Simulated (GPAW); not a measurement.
**Convergence study of the plane-wave cutoff for MoS2 (R3m, 3 atoms in the cell)**

```
CELL_PARAMETERS angstrom
      1.60011     0.92382     6.51451
     -1.60011     0.92382     6.51451
      0.00000    -1.84765     6.51451
ATOMIC_POSITIONS crystal
  Mo 0.00234 0.00234 0.00234
  S  0.41294 0.41294 0.41294
  S  0.25330 0.25330 0.25330
```

Computed with PBE, GPAW PAW datasets PBE (gpaw-data 1.0.1) (plane waves; GPAW 25.7.0).

Base settings: mode = pw; ecut = 600 eV; xc = PBE; kpts = 3 3 3; mesh shift (steps) = 0 0 0; occupations.name = fermi-dirac; occupations.width = 0.01 eV; nbands = -4; convergence.bands = -2; symmetry.symmorphic = false.

The second cell is the first with its lattice scaled by 0.98.

The mesh stays at the base's, so the ladder's end is converged at best in this setting alone.

Only quantities that move along the ladder and can be compared are tabulated; the gap is left out on so coarse a mesh.

The count of work is k-points × plane waves × bands × iterations; it is no time. 

The starting cell comes from a database of computed structures (which also holds hypothetical and non-ambient phases and stackings), without a prior relaxation at this level. Its lattice was rescaled by up to half a per cent. One atom was moved a little off its site on purpose. In the base run, forces exceed 1 eV/Å.

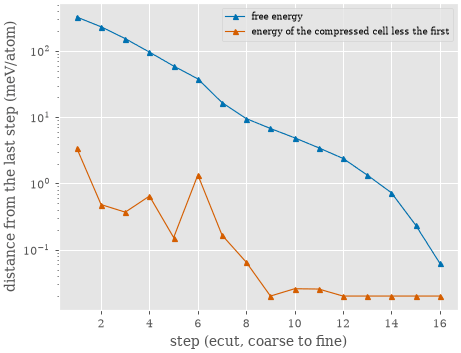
Fig. 1. Distance from the last step along the ladder; very small values are drawn at a floor.

| ecut | free energy less the last step's (meV/atom) | energy of the compressed cell less the first (meV/atom) | pressure (GPa) | largest difference of a force vector from the last step's (eV/Å) | count of work / last |
|---|---|---|---|---|---|
| 210 eV | 323.64 | 29.17 | -4.38 | 0.059 | 0.056 |
| 240 eV | 231.07 | 25.32 | -4.37 | 0.025 | 0.066 |
| 270 eV | 153.12 | 25.43 | -3.99 | 0.017 | 0.071 |
| 300 eV | 95.81 | 26.44 | -3.25 | 0.014 | 0.081 |
| 330 eV | 59.10 | 25.65 | -2.47 | 0.018 | 0.10 |
| 360 eV | 37.88 | 24.46 | -1.89 | 0.019 | 0.12 |
| 420 eV | 16.59 | 25.63 | -1.08 | 0.003 | 0.16 |
| 480 eV | 9.52 | 25.86 | -0.80 | 0.001 | 0.19 |
| 540 eV | 6.75 | 25.79 | -0.75 | 0.000 | 0.23 |
| 600 eV | 4.89 | 25.83 | -0.73 | 0.000 | 0.27 |
| 660 eV | 3.45 | 25.83 | -0.72 | 0.000 | 0.31 |
| 720 eV | 2.39 | 25.79 | -0.70 | 0.000 | 0.35 |
| 810 eV | 1.34 | 25.79 | -0.68 | 0.000 | 0.42 |
| 900 eV | 0.72 | 25.81 | -0.67 | 0.000 | 0.49 |
| 1050 eV | 0.24 | 25.80 | -0.65 | 0.000 | 0.63 |
| 1200 eV | 0.06 | 25.80 | -0.65 | 0.000 | 0.76 |
| 1440 eV | 0.00 | 25.80 | -0.64 | 0.000 | 1.0 |

Coarsest ecut that holds the pressure within 0.05 GPa of the last step, with all finer ones: 810 eV, at 0.42 of the last step's count of work; the step before is off by 0.06 GPa.

Coarsest ecut that holds the free energy within 0.5 meV/atom of the last step, with all finer ones: 1050 eV; the step before is off by 0.72 meV/atom.

Coarsest ecut that holds the forces within 0.01 eV/Å of the last step, with all finer ones: 420 eV, at 0.16 of the last step's count of work; the step before is off by 0.019 eV/Å.

The energy difference between the two cells stays within 1 meV/atom of the last step's from 420 eV on, the total only from 900 eV on: much of the error is common to both cells and cancels.

At the lowest cutoff the pressure lies 3.7 GPa under the last step's, the usual sign of Pulay stress in an incomplete plane-wave basis.
